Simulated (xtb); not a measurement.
**Energy and gradient calculation of CH9AsNSi2**

System: CH9AsNSi2, multiplicity 2.
Method: GFN2-xTB (xtb 6.7.1).

The geometry was optimised with GFN2-xTB.

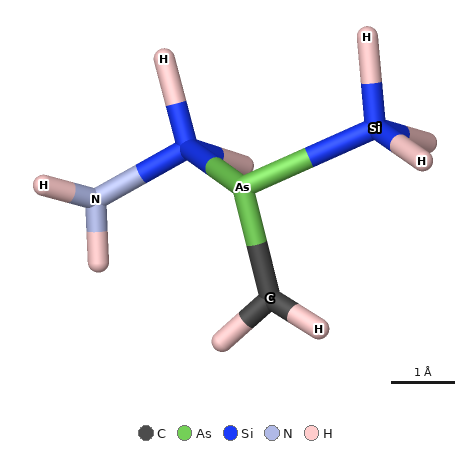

The input geometry (stick view, seen at a tilt). Bond lengths as drawn: As–C 1.86 Å, As–Si 2.32 to 2.35 Å, C–H 1.08 Å, H–N 1.01 Å, H–Si 1.47 Å and N–Si 1.73 Å.

**Input file (coord)**
```
$coord
     -2.682749692825     -1.097609624966      2.198393989822  c
      0.553198425723      0.267396246635      1.937196044876  as
      2.903677574055     -3.409595052140      1.522325571476  si
      0.379154649645      1.913687851886     -2.185978489183  si
     -1.739190541538      4.383786663907     -2.495723498271  n
     -4.312298324612      0.111437149569      1.923627811302  h
     -3.028682957199     -2.625698861123      3.514153598615  h
      2.121293163937     -5.094890604604     -0.542483678596  h
      2.757828511756     -4.865402264029      3.883122624449  h
      5.561237217639     -2.737343880565      1.096589172859  h
     -0.437698364986      0.084829805734     -4.110135423800  h
      2.838633200845      3.022805908951     -2.829108981177  h
     -3.589988307997      4.003517075848     -2.254027526931  h
     -1.324395657183      6.043060687635     -1.657894523657  h
$end
```

Command:
```bash
xtb --gfn 2 --uhf 1 --grad --acc 30 -- coord > run.log 2> xtb.err
```

**Log**
```
* xtb version 6.7.1
   ID    Z sym.   atoms
    1    6 c      1
    2   33 as     2
    3   14 si     3, 4
    4    7 n      5
    5    1 h      6-14

           -------------------------------------------------
          |                Calculation Setup                |
           -------------------------------------------------

          program call               : xtb --gfn 2 --uhf 1 --grad --acc 30 -- coord
          coordinate file            : coord
          omp threads                :                     1

           -------------------------------------------------
          |                 G F N 2 - x T B                 |
           -------------------------------------------------

      * Hamiltonian:
        H0-scaling (s, p, d)           1.850000    2.230000    2.230000
        zeta-weighting                 0.500000
      * Dispersion:
        s8                             2.700000
        a1                             0.520000
        a2                             5.000000
        s9                             5.000000
      * Repulsion:
        kExp                           1.500000    1.000000
        rExp                           1.000000
      * Coulomb:
        alpha                          2.000000
        third order                    shell-resolved
        anisotropic                    true
        a3                             3.000000
        a5                             4.000000
        cn-shift                       1.200000
        cn-exp                         4.000000
        max-rad                        5.000000

          ...................................................
          :                      SETUP                      :
          :.................................................:
          :  # basis functions                  47          :
          :  # atomic orbitals                  44          :
          :  # shells                           22          :
          :  # electrons                        31          :
          :  max. iterations                   250          :
          :  Hamiltonian                  GFN2-xTB          :
          :  restarted?                      false          :
          :  GBSA solvation                  false          :
          :  PC potential                    false          :
          :  electronic temp.          300.0000000     K    :
          :  accuracy                   30.0000000          :
          :  -> integral cutoff          0.2000000E+02      :
          :  -> integral neglect         0.3000000E-06      :
          :  -> SCF convergence          0.3000000E-04 Eh   :
          :  -> wf. convergence          0.3000000E-02 e    :
          :  Broyden damping             0.4000000          :
          :  net charge                          0          :
          :  unpaired electrons                  1          :
          ...................................................

 iter      E             dE          RMSdq      gap      omega  full diag
   1    -15.3575071 -0.153575E+02  0.659E+00    3.54       0.0  T
   2    -15.5141923 -0.156685E+00  0.502E+00    2.13       1.0  T
   3    -15.5728983 -0.587061E-01  0.240E+00    2.65       1.0  T
   4    -15.5712849  0.161341E-02  0.893E-01    2.86       1.0  T
   5    -15.5718005 -0.515605E-03  0.761E-01    2.66       1.0  T
   6    -15.5744885 -0.268792E-02  0.374E-01    2.82       1.0  T
   7    -15.5748156 -0.327129E-03  0.176E-01    2.76       1.0  T
   8    -15.5748223 -0.675983E-05  0.913E-02    2.77       1.0  T
   9    -15.5748340 -0.116281E-04  0.342E-02    2.76       1.0  T
  10    -15.5748355 -0.152231E-05  0.232E-02    2.77       1.2  T
  11    -15.5748358 -0.317678E-06  0.990E-03    2.76       2.7  T

   *** convergence criteria satisfied after 11 iterations ***

         #    Occupation            Energy/Eh            Energy/eV
      -------------------------------------------------------------
         1        2.0000           -0.7231557             -19.6781
       ...           ...                  ...                  ...
        10        2.0000           -0.4287922             -11.6680
        11        2.0000           -0.4264844             -11.6052
        12        2.0000           -0.4092683             -11.1368
        13        2.0000           -0.4019488             -10.9376
        14        2.0000           -0.3714177             -10.1068
        15        2.0000           -0.3637351              -9.8977
        16        1.0000           -0.2928787              -7.9696 (HOMO)
        17                         -0.1912858              -5.2052 (LUMO)
        18                         -0.1878455              -5.1115
        19                         -0.1755797              -4.7778
        20                         -0.1630838              -4.4377
        21                         -0.1533708              -4.1734
       ...                                ...                  ...
        44                          1.4655116              39.8786
      -------------------------------------------------------------
                  HL-Gap            0.1015929 Eh            2.7645 eV
             Fermi-level           -0.2851946 Eh           -7.7605 eV

 SCC (total)                   0 d,  0 h,  0 min,  0.012 sec
 SCC setup                      ...        0 min,  0.000 sec (  0.960%)
 Dispersion                     ...        0 min,  0.000 sec (  0.672%)
 classical contributions        ...        0 min,  0.000 sec (  0.200%)
 integral evaluation            ...        0 min,  0.002 sec ( 18.968%)
 iterations                     ...        0 min,  0.006 sec ( 46.420%)
 molecular gradient             ...        0 min,  0.004 sec ( 30.873%)
 printout                       ...        0 min,  0.000 sec (  1.783%)

         :::::::::::::::::::::::::::::::::::::::::::::::::::::
         ::                     SUMMARY                     ::
         :::::::::::::::::::::::::::::::::::::::::::::::::::::
         :: total energy             -15.420469619584 Eh    ::
         :: gradient norm              0.000060478216 Eh/a0 ::
         :: HOMO-LUMO gap              2.764484019775 eV    ::
         ::.................................................::
         :: SCC energy               -15.574808389338 Eh    ::
         :: -> isotropic ES            0.039060103023 Eh    ::
         :: -> anisotropic ES          0.005506067166 Eh    ::
         :: -> anisotropic XC          0.008104330497 Eh    ::
         :: -> dispersion             -0.011194123390 Eh    ::
         :: repulsion energy           0.154338769753 Eh    ::
         :: add. restraining           0.000000000000 Eh    ::
         :: total charge              -0.000000000000 e     ::
         :::::::::::::::::::::::::::::::::::::::::::::::::::::

           -------------------------------------------------
          |                Property Printout                |
           -------------------------------------------------

    * Orbital Energies and Occupations

         #    Occupation            Energy/Eh            Energy/eV
      -------------------------------------------------------------
         1        2.0000           -0.7231557             -19.6781
       ...           ...                  ...                  ...
         4        2.0000           -0.5671741             -15.4336
         5        2.0000           -0.5295912             -14.4109
         6        2.0000           -0.5156841             -14.0325
         7        2.0000           -0.4575653             -12.4510
         8        2.0000           -0.4543756             -12.3642
         9        2.0000           -0.4313047             -11.7364
        10        2.0000           -0.4287922             -11.6680
        11        2.0000           -0.4264844             -11.6052
        12        2.0000           -0.4092683             -11.1368
        13        2.0000           -0.4019488             -10.9376
        14        2.0000           -0.3714177             -10.1068
        15        2.0000           -0.3637351              -9.8977
        16        1.0000           -0.2928787              -7.9696 (HOMO)
        17                         -0.1912858              -5.2052 (LUMO)
        18                         -0.1878455              -5.1115
        19                         -0.1755797              -4.7778
        20                         -0.1630838              -4.4377
        21                         -0.1533708              -4.1734
        22                         -0.1423457              -3.8734
        23                         -0.1165416              -3.1713
        24                         -0.0877045              -2.3866
        25                         -0.0554814              -1.5097
        26                         -0.0441831              -1.2023
        27                          0.0000500               0.0014
       ...                                ...                  ...
        44                          1.4655116              39.8786
      -------------------------------------------------------------
                  HL-Gap            0.1015929 Eh            2.7645 eV
             Fermi-level           -0.2851946 Eh           -7.7605 eV

     #   Z          covCN         q      C6AA      α(0)
     1   6 c        2.776    -0.173    32.477     9.334
     2  33 as       2.774    -0.120   217.990    27.066
     3  14 si       3.677     0.431    99.031    19.067
     4  14 si       3.577     0.468    99.276    19.159
     5   7 n        2.541    -0.418    30.901     8.256
     6   1 h        0.926     0.017     2.786     2.610
     7   1 h        0.926     0.020     2.733     2.585
     8   1 h        0.916    -0.102     5.652     3.718
     9   1 h        0.917    -0.104     5.694     3.732
    10   1 h        0.917    -0.123     6.457     3.974
    11   1 h        0.917    -0.091     5.275     3.592
    12   1 h        0.917    -0.110     5.947     3.814
    13   1 h        0.861     0.154     1.377     1.838
    14   1 h        0.861     0.153     1.381     1.841

 Mol. C6AA /au·bohr⁶  :       4007.653361
 Mol. C8AA /au·bohr⁸  :     171762.807305
 Mol. α(0) /au        :        110.587884

Wiberg/Mayer (AO) data.
largest (>0.10) Wiberg bond orders for each atom

 ---------------------------------------------------------------------------
     #   Z sym  total        # sym  WBO       # sym  WBO       # sym  WBO
 ---------------------------------------------------------------------------
     1   6 c    3.566 --     2 as   1.514     6 h    0.952     7 h    0.952
     2  33 as   3.719 --     1 c    1.514     3 si   0.937     4 si   0.846
     3  14 si   3.650 --     2 as   0.937    10 h    0.868     9 h    0.867
                             8 h    0.863
     4  14 si   3.802 --     5 n    1.127    12 h    0.854    11 h    0.847
                             2 as   0.846
     5   7 n    3.181 --     4 si   1.127    13 h    0.965    14 h    0.965
     6   1 h    0.999 --     1 c    0.952
     7   1 h    0.999 --     1 c    0.952
     8   1 h    0.989 --     3 si   0.863
     9   1 h    0.988 --     3 si   0.867
    10   1 h    0.984 --     3 si   0.868
    11   1 h    0.992 --     4 si   0.847
    12   1 h    0.987 --     4 si   0.854
    13   1 h    0.976 --     5 n    0.965
    14   1 h    0.977 --     5 n    0.965
 ---------------------------------------------------------------------------

Topologies differ in total number of bonds
Writing topology from bond orders to xtbtopo.mol

molecular dipole:
                 x           y           z       tot (Debye)
 q only:        0.203       0.263      -0.228
   full:       -0.084       0.330      -0.017       0.867
molecular quadrupole (traceless):
                xx          xy          yy          xz          yz          zz
 q only:       -0.227      -1.676       2.312       1.201       0.981      -2.085
  q+dip:        1.688      -0.633       2.520       0.293       2.549      -4.208
   full:        1.802      -1.607       2.560      -0.097       2.053      -4.362

           -------------------------------------------------
          | TOTAL ENERGY              -15.420469619584 Eh   |
          | GRADIENT NORM               0.000060478216 Eh/α |
          | HOMO-LUMO GAP               2.764484019775 eV   |
           -------------------------------------------------

------------------------------------------------------------------------
------------------------------------------------------------------------
 total:
 *  cpu-time:     0 d,  0 h,  0 min,  0.025 sec
 * ratio c/w:     0.994 speedup
 SCF:
 *  cpu-time:     0 d,  0 h,  0 min,  0.012 sec
 * ratio c/w:     1.000 speedup
```

**Standard error**
```
normal termination of xtb
```

**Summary**

- outcome: converged
- electrons treated: 31
- total energy: −15.420470 hartree
- dispersion energy: −0.011194 hartree
- basis functions: 47
- largest force: 0.001 eV/Å
- dipole moment: 0.87 D
- hardware: 1 thread of Intel Xeon @ 2.70GHz, 189 GiB of memory available, shared host
- peak memory: 0.071 GiB

**Notes**

Settings chosen away from the usual ones: method = gfn2-xtb; task = gradient; x = {"accuracy": 30}; geo = {"prev": "A"}. These settings are looser than, or depart from, a standard set-up, so the numbers are not reference values for this system. The record of the run, not the program, notes: no spin polarisation: high-spin states lie too high.
